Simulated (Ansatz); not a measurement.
# F4Si: molecular dynamics

Purpose: to follow the molecule's vibrations and see whether its bonds hold. The start is relaxed first. Runs: 500 steps of 2 fs under a Nosé-Hoover thermostat at 400 K. SMILES of the start: F[Si](F)(F)F.

Method: RHF/def2-SVP, in Ansatz 0.2.0.

**1. The system as given**

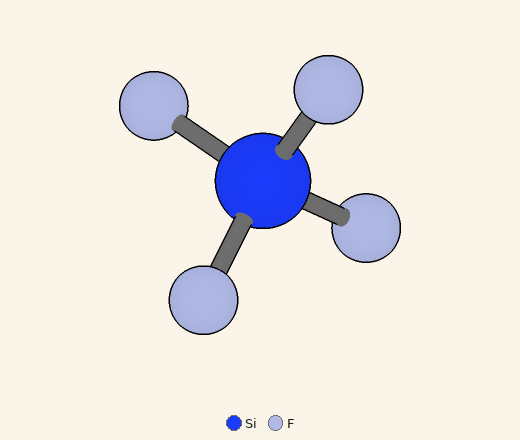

The starting structure, seen from a free direction (silicon blue, fluorine light blue).

Structure file:

```xyz
5

Si    0.0000    0.0000    0.0000
F     0.0000    0.0000    1.5900
F     1.4994    0.0000   -0.5295
F    -0.7489    1.2974   -0.5295
F    -0.7489   -1.2974   -0.5295
```

**2. Relaxing the start**

Contents of input.yaml:

```yaml
crystal:
  periodic: [false, false, false]
  atoms:
    - { symbol: Si, position_ang: [0.0, 0.0, 0.0] }
    - { symbol: F, position_ang: [0.0, 0.0, 1.59] }
    - { symbol: F, position_ang: [1.4994, 0.0, -0.5295] }
    - { symbol: F, position_ang: [-0.7489, 1.2974, -0.5295] }
    - { symbol: F, position_ang: [-0.7489, -1.2974, -0.5295] }
basis:
  gaussian: { orbitals: def2-SVP }
hamiltonian:
  xc: hf
relax:
  f_tol: 0.02
  max_steps: 40
```

On the command line:

```
$ ansatz run input.yaml --threads 1 --pin off --max-ram 2048MiB --backend cpu --events-out ev --progress --plain --runs-dir out
```

The program printed (excerpt; [...] marks lines left out):

```text
Warning: RAYON_NUM_THREADS=1 ignored (pool sized by the plan → 1); use --threads N
[...]
Functional definition: HF
[...]
719 factors; integrals over basis functions are off by at most 4.7e-4 eV
[...]
mean field -18681.37053698 eV, -686.5277045463 hartree, gradient 1.3e-5 eV, S^2 0.000000; 0 other end points of the search recorded, 0 dependent functions left out
[...]
reference -18681.37053698 eV, -686.5277045463 hartree; 25, 25 occupied and 49, 49 virtual orbitals, 719 factors
relax step   1: F+E_penalty+E_count = -18681.37053698 eV  Δ(F+E_penalty+E_count) = +0.000e0 eV  max|allowed force component| = 9.629e-1 eV/Å  Δτ_max = 0.0000 Å  (32 SCF iters, accepted)
[...]
relax step   2: F+E_penalty+E_count = -18681.40005449 eV  Δ(F+E_penalty+E_count) = -2.952e-2 eV  max|allowed force component| = 4.897e-1 eV/Å  Δτ_max = 0.0106 Å  (32 SCF iters, accepted)
[...]
relax step   3: F+E_penalty+E_count = -18681.40978945 eV  Δ(F+E_penalty+E_count) = -9.735e-3 eV  max|allowed force component| = 1.843e-2 eV/Å  Δτ_max = 0.0107 Å  (32 SCF iters, accepted)
719 factors; integrals over basis functions are off by at most 4.5e-4 eV
[...]
mean field -18681.40978945 eV, -686.5291470478 hartree, gradient 2.7e-5 eV, S^2 0.000000; 1 other end points of the search recorded, 0 dependent functions left out
[...]
reference -18681.40978945 eV, -686.5291470478 hartree; 25, 25 occupied and 49, 49 virtual orbitals, 719 factors
Total energy: -18681.40978945 eV, -686.5291470478 hartree
Atom 0 at     0.000254    -0.000000     0.000244 Å, force     0.000631    -0.000000     0.000919 eV/Å
Atom 1 at     0.000211     0.000000     1.568901 Å, force    -0.000895    -0.000000     0.018434 eV/Å
Atom 2 at     1.479313     0.000000    -0.522295 Å, force     0.017321    -0.000000    -0.007142 eV/Å
Atom 3 at    -0.739089     1.280880    -0.522675 Å, force    -0.008528     0.013631    -0.006106 eV/Å
Atom 4 at    -0.739089    -1.280880    -0.522675 Å, force    -0.008528    -0.013631    -0.006106 eV/Å
Dipole moment:    -0.000181    -0.000000    -0.000157 e Å
```

Wall time 5.4 s (1 thread of Arm Neoverse N1, shared host); peak memory 0.12 GiB.

Relaxation path:

| step | energy from step 1 (eV) | largest force component (eV/Å) |
| --- | --- | --- |
| 1 | 0.0000 | 0.9629 |
| 2 | -0.0295 | 0.4897 |
| 3 | -0.0393 | 0.0184 |

Step 1 is the start.

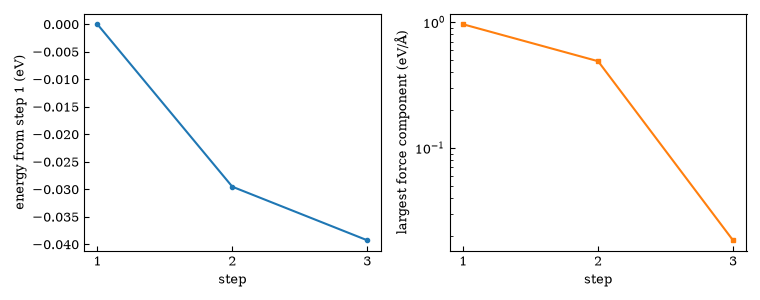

How energy and force went from step to step.

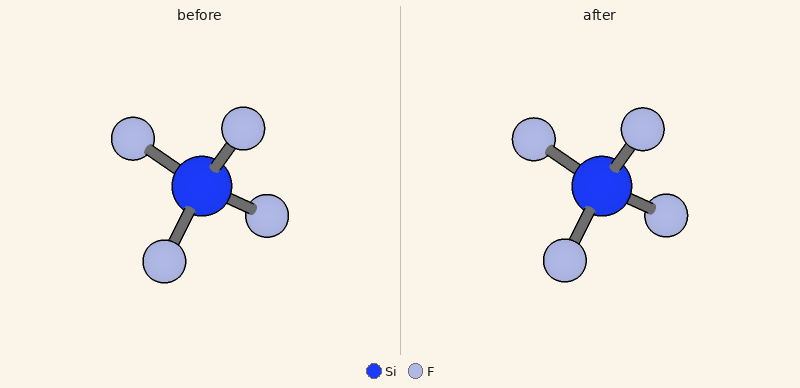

Before and after, at one scale.

After: Bond lengths: Si1–F2 1.569 Å, Si1–F3 1.569 Å, Si1–F4 1.569 Å, Si1–F5 1.569 Å. Angles: F2–Si1–F3 109.5°, F2–Si1–F4 109.5°, F2–Si1–F5 109.5°, F3–Si1–F4 109.5°, F3–Si1–F5 109.5°, F4–Si1–F5 109.5°.

**3. Dynamics**

500 steps of 2 fs under a Nosé-Hoover thermostat at 400 K, from the relaxed start.

Contents of input.yaml:

```yaml
crystal:
  periodic: [false, false, false]
  atoms:
    - { symbol: Si, position_ang: [0.000254, 0.0, 0.000244] }
    - { symbol: F, position_ang: [0.000211, 0.0, 1.568901] }
    - { symbol: F, position_ang: [1.479313, 0.0, -0.522295] }
    - { symbol: F, position_ang: [-0.739089, 1.28088, -0.522675] }
    - { symbol: F, position_ang: [-0.739089, -1.28088, -0.522675] }
basis:
  gaussian: { orbitals: def2-SVP }
hamiltonian:
  xc: hf
md:
  timestep: 2.0
  n_steps: 500
  ensemble: nvt_nose_hoover
  temperature: 400.0
  initial_velocities: maxwell_boltzmann
  seed: 692802
  nose_hoover: { tau: 300.0, chain_length: 3 }
```

On the command line:

```
$ ansatz run input.yaml --threads 1 --pin off --max-ram 2048MiB --backend cpu --events-out ev --progress --plain --runs-dir out
```

The program printed (excerpt; [...] marks lines left out):

```text
Warning: RAYON_NUM_THREADS=1 ignored (pool sized by the plan → 1); use --threads N
[...]
Functional definition: HF
[...]
719 factors; integrals over basis functions are off by at most 4.5e-4 eV
[...]
mean field -18681.40978948 eV, -686.5291470492 hartree, gradient 1.4e-5 eV, S^2 0.000000; 0 other end points of the search recorded, 0 dependent functions left out
[...]
reference -18681.40978948 eV, -686.5291470492 hartree; 25, 25 occupied and 49, 49 virtual orbitals, 719 factors
md step     0: t =     0.00 fs  T =   400.0 K  F+E_penalty+E_count = -18681.40978948 eV  E_kin = 0.155112 eV  conserved = -18681.25467749 eV  (32 SCF iters)
[...]
md step    20: t =    40.00 fs  T =   261.7 K  F+E_penalty+E_count = -18681.35435588 eV  E_kin = 0.101464 eV  conserved = -18681.25345231 eV  (30 SCF iters)
[...]
md step    40: t =    80.00 fs  T =   304.3 K  F+E_penalty+E_count = -18681.36876092 eV  E_kin = 0.117996 eV  conserved = -18681.25366760 eV  (31 SCF iters)
[...]
md step    60: t =   120.00 fs  T =   375.6 K  F+E_penalty+E_count = -18681.39375814 eV  E_kin = 0.145632 eV  conserved = -18681.25436285 eV  (31 SCF iters)
[...]
md step    80: t =   160.00 fs  T =   240.6 K  F+E_penalty+E_count = -18681.33482075 eV  E_kin = 0.093282 eV  conserved = -18681.25307304 eV  (31 SCF iters)
md step    81: t =   162.00 fs  T =   241.5 K  F+E_penalty+E_count = -18681.33483270 eV  E_kin = 0.093635 eV  conserved = -18681.25309179 eV  (31 SCF iters)
```

**4. The output, continued: dynamics from the start**

Output, continued (excerpt; [...] marks lines left out):

```text
md step    82: t =   164.00 fs  T =   235.7 K  F+E_penalty+E_count = -18681.33233004 eV  E_kin = 0.091411 eV  conserved = -18681.25317451 eV  (31 SCF iters)
[...]
md step   107: t =   214.00 fs  T =   213.8 K  F+E_penalty+E_count = -18681.31357886 eV  E_kin = 0.082909 eV  conserved = -18681.25285999 eV  (32 SCF iters)
[...]
md step   132: t =   264.00 fs  T =   333.5 K  F+E_penalty+E_count = -18681.34585286 eV  E_kin = 0.129329 eV  conserved = -18681.25384582 eV  (32 SCF iters)
[...]
md step   157: t =   314.00 fs  T =   184.7 K  F+E_penalty+E_count = -18681.26872044 eV  E_kin = 0.071630 eV  conserved = -18681.25092355 eV  (21 SCF iters)
[...]
md step   182: t =   364.00 fs  T =   308.5 K  F+E_penalty+E_count = -18681.29639283 eV  E_kin = 0.119627 eV  conserved = -18681.25237565 eV  (31 SCF iters)
md step   183: t =   366.00 fs  T =   298.3 K  F+E_penalty+E_count = -18681.29125004 eV  E_kin = 0.115685 eV  conserved = -18681.25217437 eV  (31 SCF iters)
md step   184: t =   368.00 fs  T =   285.7 K  F+E_penalty+E_count = -18681.28515047 eV  E_kin = 0.110791 eV  conserved = -18681.25193213 eV  (31 SCF iters)
```

**5. The log goes on: dynamics from the start**

The log, continued (excerpt; [...] marks lines left out):

```text
md step   185: t =   370.00 fs  T =   279.6 K  F+E_penalty+E_count = -18681.28163460 eV  E_kin = 0.108420 eV  conserved = -18681.25172017 eV  (32 SCF iters)
[...]
md step   206: t =   412.00 fs  T =   207.6 K  F+E_penalty+E_count = -18681.23265901 eV  E_kin = 0.080488 eV  conserved = -18681.25136625 eV  (32 SCF iters)
[...]
md step   227: t =   454.00 fs  T =   249.8 K  F+E_penalty+E_count = -18681.22447189 eV  E_kin = 0.096878 eV  conserved = -18681.25025624 eV  (32 SCF iters)
[...]
md step   248: t =   496.00 fs  T =   502.8 K  F+E_penalty+E_count = -18681.30426509 eV  E_kin = 0.194988 eV  conserved = -18681.25196615 eV  (32 SCF iters)
[...]
md step   499: t =   998.00 fs  T =   857.6 K  F+E_penalty+E_count = -18681.38889170 eV  E_kin = 0.332546 eV  conserved = -18681.25425405 eV  (31 SCF iters)
[...]
md step   500: t =  1000.00 fs  T =   786.0 K  F+E_penalty+E_count = -18681.36032078 eV  E_kin = 0.304805 eV  conserved = -18681.25306774 eV  (33 SCF iters)
Total energy: -18681.36032078 eV, -686.5273291077 hartree
Atom 0 at    -0.000862     0.001691    -0.007795 Å, force     0.563924    -0.385346     0.785498 eV/Å
Atom 1 at    -0.008484     0.005796     1.595473 Å, force     0.040811    -0.011992    -1.432830 eV/Å
Atom 2 at     1.508617    -0.001844    -0.526900 Å, force    -1.162676    -0.014873     0.378232 eV/Å
Atom 3 at    -0.742138     1.286208    -0.530306 Å, force     0.148185    -0.195946     0.051103 eV/Å
Atom 4 at    -0.755000    -1.292660    -0.525127 Å, force     0.409756     0.608157     0.217997 eV/Å
Dipole moment:    -0.008805     0.008402    -0.031133 e Å
```

It took 10 min on 1 thread of Arm Neoverse N1, shared host; peak memory 0.12 GiB.

**6. Frames and traces**

The trajectory, every 26 steps (energies from step 0):

| time (fs) | T (K) | potential energy change (meV/atom) | conserved energy change (meV/atom) |
| --- | --- | --- | --- |
| 0.0 | 400 | 0.0 | 0.00 |
| 52.0 | 111 | 23.2 | 0.56 |
| 104.0 | 194 | 17.2 | 0.26 |
| 156.0 | 214 | 16.8 | 0.23 |
| 208.0 | 122 | 26.4 | 0.61 |
| 260.0 | 438 | 4.1 | 0.04 |
| 312.0 | 158 | 30.3 | 0.79 |
| 364.0 | 308 | 22.7 | 0.46 |
| 416.0 | 414 | 19.5 | 0.35 |
| 468.0 | 203 | 42.7 | 1.10 |
| 520.0 | 475 | 25.6 | 0.23 |
| 572.0 | 291 | 44.2 | 0.95 |
| 624.0 | 593 | 23.6 | 0.97 |
| 676.0 | 747 | 12.6 | 0.16 |
| 728.0 | 74 | 67.0 | 1.27 |
| 780.0 | 439 | 38.7 | 0.65 |
| 832.0 | 631 | 23.8 | 0.44 |
| 884.0 | 345 | 46.4 | 1.16 |
| 936.0 | 652 | 21.4 | 0.35 |
| 988.0 | 324 | 46.6 | 0.94 |
| 1000.0 | 786 | 9.9 | 0.32 |

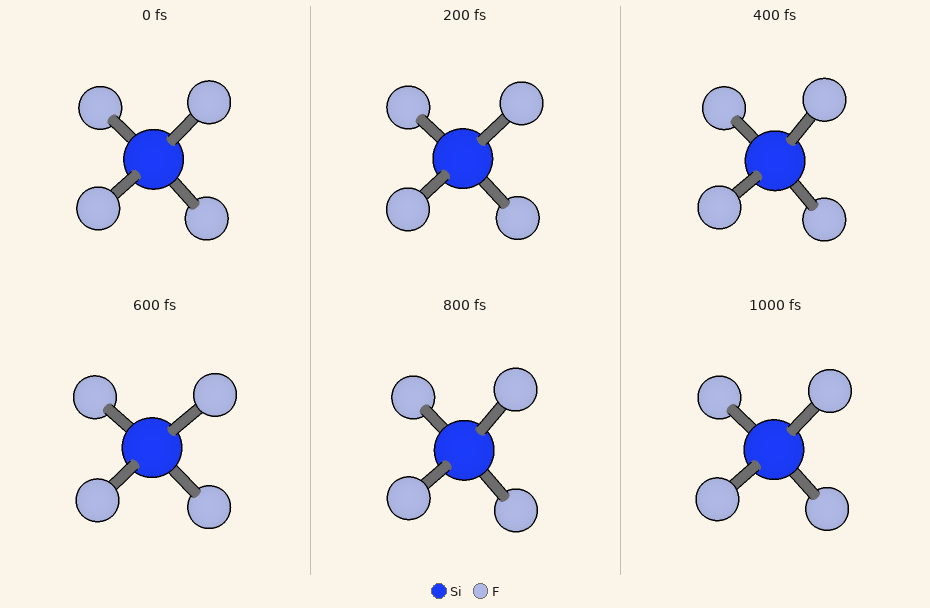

The system at six times, viewed from a free direction. Sticks join atoms within a bonding distance in each frame.

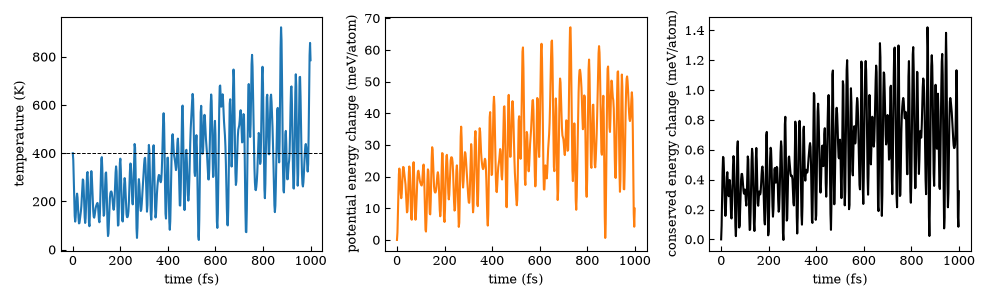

Traces against time; each panel has its own scale. The dashed line is the set temperature.

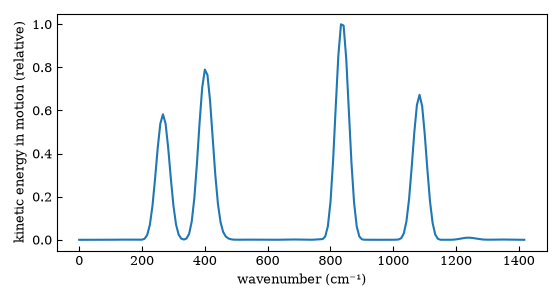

Power spectrum of the mass-weighted velocities; a run of 1000 fs resolves no finer than about 67 cm⁻¹.

Maxima of the velocity power spectrum (cm⁻¹, relative height; resolution about 67 cm⁻¹): 270 (58), 400 (79), 830 (100), 1080 (67).

**7. Snapshots as a file**

Extended XYZ, with forces in eV/Å:

```xyz
5
time_fs=124.0 T=338 dE=0.0319
Si    0.004   -0.003    0.007   -0.551    0.284   -0.337
F     0.002   -0.007    1.588    0.001   -0.004   -0.647
F     1.487    0.007   -0.531   -0.389   -0.033    0.198
F    -0.747    1.299   -0.530    0.522   -0.945    0.444
F    -0.747   -1.294   -0.535    0.417    0.697    0.342
5
time_fs=250.0 T=205 dE=0.1105
Si    0.013   -0.002   -0.006   -1.550    0.377    0.260
F     0.001   -0.001    1.594    0.026    0.012   -1.368
F     1.498   -0.004   -0.521   -0.290    0.014    0.034
F    -0.761    1.320   -0.534    1.032   -1.718    0.623
F    -0.756   -1.312   -0.528    0.782    1.315    0.451
5
time_fs=376.0 T=379 dE=0.0928
Si    0.020   -0.007    0.004   -2.274    0.563    0.395
F     0.000   -0.001    1.605    0.060   -0.060   -1.402
F     1.475    0.002   -0.529    0.715   -0.021   -0.158
F    -0.754    1.304   -0.532    0.874   -1.419    0.643
F    -0.749   -1.294   -0.548    0.625    0.936    0.522
5
time_fs=500.0 T=580 dE=0.0787
Si    0.020   -0.003   -0.014   -2.891    0.663    0.419
F     0.003    0.000    1.558    0.012    0.035   -0.036
F     1.468   -0.009   -0.500    1.777    0.024   -0.767
F    -0.752    1.309   -0.526    0.779   -1.254    0.351
F    -0.746   -1.296   -0.510    0.323    0.532    0.033
5
time_fs=624.0 T=593 dE=0.1178
Si    0.025   -0.009    0.006   -3.041    0.597    0.896
F    -0.005   -0.008    1.572    0.093   -0.041    0.158
F     1.434    0.012   -0.520    3.247   -0.046   -1.014
F    -0.728    1.263   -0.525   -0.045    0.174    0.083
F    -0.736   -1.254   -0.535   -0.254   -0.684   -0.123
5
time_fs=750.0 T=650 dE=0.1102
Si    0.015   -0.002   -0.010   -1.900    0.274    0.953
F    -0.004    0.007    1.543    0.038   -0.006    0.900
F     1.445   -0.006   -0.502    2.771   -0.015   -1.016
F    -0.728    1.263   -0.518   -0.381    0.751   -0.376
F    -0.734   -1.261   -0.507   -0.528   -1.004   -0.461
5
time_fs=876.0 T=922 dE=0.0032
Si   -0.001    0.002   -0.004    0.071    0.038    0.036
F     0.001   -0.007    1.560   -0.027    0.009    0.288
F     1.480   -0.005   -0.512    0.139    0.056   -0.115
F    -0.744    1.283   -0.512   -0.030    0.108   -0.087
F    -0.733   -1.275   -0.529   -0.154   -0.211   -0.122
5
time_fs=1000.0 T=786 dE=0.0495
Si   -0.001    0.002   -0.008    0.564   -0.385    0.785
F    -0.009    0.006    1.595    0.041   -0.012   -1.433
F     1.509   -0.002   -0.527   -1.163   -0.015    0.378
F    -0.742    1.286   -0.530    0.148   -0.196    0.051
F    -0.755   -1.293   -0.525    0.410    0.608    0.218
```

**8. Summary of results**

| quantity | value |
| --- | --- |
| relaxation of the start | 2 moves, 0.039 eV lower |
| length | 500 steps of 2 fs |
| temperature, first and last step | 400 and 786 K |
| temperature, second half | mean 453 K, from 40 to 922 K |
| potential energy, second half | +35 meV/atom from the start |
| largest change of the conserved energy | 1.42 meV/atom |
| bonds formed or broken | 0 |

In words: Against a set 400 K the second half averages 453 K with a spread of 169 K. The conserved energy strays from its start by at most 1.42 meV/atom, 5.1 % of the mean kinetic energy, which is poor: the step of 2 fs is too long for the fastest motion. The bonds all hold. A run of 1000 fs with 5 atoms shows the motion but fixes no equilibrium value.
